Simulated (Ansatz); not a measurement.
# CH7NOSi (SMILES CO[SiH2]N) at MP2/cc-pVDZ

What is the energy change on altering one bond length of CH7NOSi at MP2/cc-pVDZ? 

Program for the calculation: Ansatz 0.2.0.

123 further runs of the same task are left out: 123 set aside as unsound or not needed.

## (1) The system as given

The species is CH7NOSi (11 atoms), meant as a singlet with charge 0. As SMILES, `CO[SiH2]N`. The coordinates come from a PBE0-D4/def2-TZVP relaxation. This is one conformer, not always the lowest.

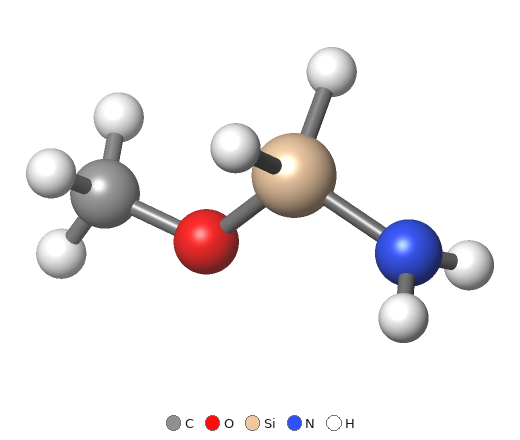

Viewed from a chosen angle; carbon grey, oxygen red, silicon light orange, nitrogen blue, hydrogen white.

## (2) A single-point energy at MP2/cc-pVDZ

input.yaml

```yaml
crystal:
  periodic: [false, false, false]
  atoms:
    - {symbol: C, position_ang: [-0.655300, 1.711900, 0.500200]}
    - {symbol: O, position_ang: [-0.610600, 0.508700, -0.227100]}
    - {symbol: Si, position_ang: [0.533800, -0.642700, 0.054300]}
    - {symbol: "N", position_ang: [0.344700, -2.006900, -0.943700]}
    - {symbol: H, position_ang: [0.258400, 2.302900, 0.362300]}
    - {symbol: H, position_ang: [-1.501500, 2.301200, 0.142400]}
    - {symbol: H, position_ang: [-0.790700, 1.531800, 1.573800]}
    - {symbol: H, position_ang: [0.421900, -1.079900, 1.472300]}
    - {symbol: H, position_ang: [1.874600, -0.055000, -0.212100]}
    - {symbol: H, position_ang: [-0.403400, -2.661100, -0.783300]}
    - {symbol: H, position_ang: [0.593600, -1.968000, -1.918400]}
basis:
  gaussian: {orbitals: cc-pVDZ}
correlation: {method: mp2, frozen_orbitals: {C: 1, H: 0, "N": 1, O: 1, Si: 5}}
accuracy: high
```

Launch:

```sh
$ ansatz run input.yaml --threads 1 --pin off --max-ram 3480MiB --events-out events.jsonl --progress --plain --runs-dir runs
```

Standard output:

```text
Warning: RAYON_NUM_THREADS=1 ignored (pool sized by the plan → 1); use --threads N
Functional definition: HF
  name "HF"
  exchange = exact_x
  correlation = 0
2294 factors; integrals over basis functions are off by at most 6.4e-9 eV
mean field evaluation 1: about -12520.6229 eV, gradient 3.8e1 eV
mean field evaluation 2: about -12520.7337 eV, gradient 3.8e1 eV
mean field evaluation 4: about -12523.8653 eV, gradient 3.4e0 eV
mean field evaluation 8: about -12523.9016 eV, gradient 1.5e-4 eV
mean field -12523.90159123 eV, -460.2448944725 hartree, gradient 9.5e-8 eV, S^2 0.000000; 0 other end points of the search recorded, 0 dependent functions left out
8 core orbitals not correlated: weight in the atoms' cores, before any rotation towards them, 1.000 or more for the frozen orbitals, at most 0.000 for the correlated occupied ones
reference -12523.90159123 eV, -460.2448944725 hartree; 13, 13 occupied and 74, 74 virtual orbitals, 2294 factors
second order -16.35443753 eV of doubles, -0.00000000 eV of singles
Total energy: -12540.25602877 eV, -460.8459089663 hartree
```

It took 3.9 s on 1 thread of Arm Neoverse V2, shared host; peak memory 0.28 GiB.

## (3) The distorted shape at the same level

molecule.yaml

```yaml
crystal:
  periodic: [false, false, false]
  atoms:
    - {symbol: C, position_ang: [-0.779751, 1.692450, 0.987555]}
    - {symbol: O, position_ang: [-0.735051, 0.489250, 0.260255]}
    - {symbol: Si, position_ang: [0.409349, -0.662150, 0.541655]}
    - {symbol: N, position_ang: [0.220249, -2.026350, -0.456345]}
    - {symbol: H, position_ang: [0.133949, 2.283450, 0.849655]}
    - {symbol: H, position_ang: [-1.625951, 2.281750, 0.629755]}
    - {symbol: H, position_ang: [-0.915151, 1.512350, 2.061155]}
    - {symbol: H, position_ang: [0.297449, -1.099350, 1.959655]}
    - {symbol: H, position_ang: [1.750149, -0.074450, 0.275255]}
    - {symbol: H, position_ang: [-0.527851, -2.680550, -0.295945]}
    - {symbol: H, position_ang: [0.593600, -1.968000, -1.918400]}
basis:
  gaussian:
    orbitals: cc-pVDZ
total_charge: 0
correlation:
  method: mp2
  frozen_orbitals: {C: 1, H: 0, "N": 1, O: 1, Si: 5}
magnetization:
  spin_polarized: false
accuracy: high
```

Launch:

```sh
$ ansatz run molecule.yaml --threads 1 --pin off --max-ram 3480MiB --events-out events.jsonl --progress --plain --runs-dir runs
```

Standard output:

```text
Warning: RAYON_NUM_THREADS=1 ignored (pool sized by the plan → 1); use --threads N
[... 4 set-up lines as earlier in the session ...]
2302 factors; integrals over basis functions are off by at most 6.2e-9 eV
mean field evaluation 1: about -12517.5023 eV, gradient 3.8e1 eV
mean field evaluation 2: about -12517.6110 eV, gradient 3.8e1 eV
mean field evaluation 4: about -12521.1377 eV, gradient 3.3e0 eV
mean field evaluation 8: about -12521.1903 eV, gradient 2.3e-1 eV
mean field evaluation 16: about -12521.1906 eV, gradient 7.9e-9 eV
mean field -12521.19063527 eV, -460.1452686784 hartree, gradient 7.7e-9 eV, S^2 0.000000; 0 other end points of the search recorded, 0 dependent functions left out; unrestricted orbitals would lower it
8 core orbitals not correlated: weight in the atoms' cores, before any rotation towards them, 1.000 or more for the frozen orbitals, at most 0.000 for the correlated occupied ones
reference -12521.19063527 eV, -460.1452686784 hartree; 13, 13 occupied and 74, 74 virtual orbitals, 2302 factors
second order -16.68934767 eV of doubles, -0.00000000 eV of singles
Total energy: -12537.87998295 eV, -460.7585908929 hartree
```

Wall time 4.5 s (1 thread of Arm Neoverse V2, shared host); peak memory 0.28 GiB.

## (4) What came out

At MP2/cc-pVDZ, 8 core orbitals frozen:

| quantity | value |
| --- | --- |
| first shape: total energy | -460.84591 Eh |
| first shape: correlation energy (8 core orbitals frozen) | -601.0 mEh |
| distorted shape: total energy | -460.75859 Eh |
| distorted shape: correlation energy (8 core orbitals frozen) | -613.3 mEh |
| energy change with the N4–H11 bond stretched from 1.007 to 1.510 Å | 2.376 eV |

One bond (distorted shape) is far stretched, which a spin-restricted single reference describes badly; perturbation theory on it can break down and give far too much correlation. With the N4–H11 bond stretched from 1.007 to 1.510 Å the energy rises by 2.38 eV (229 kJ/mol). The first shape isn't relaxed at this level, so the change isn't measured from a minimum. A restricted reference can't describe the breaking bond well at this length. The restricted solution (distorted shape) is unstable to spin breaking: an unrestricted one lies lower.
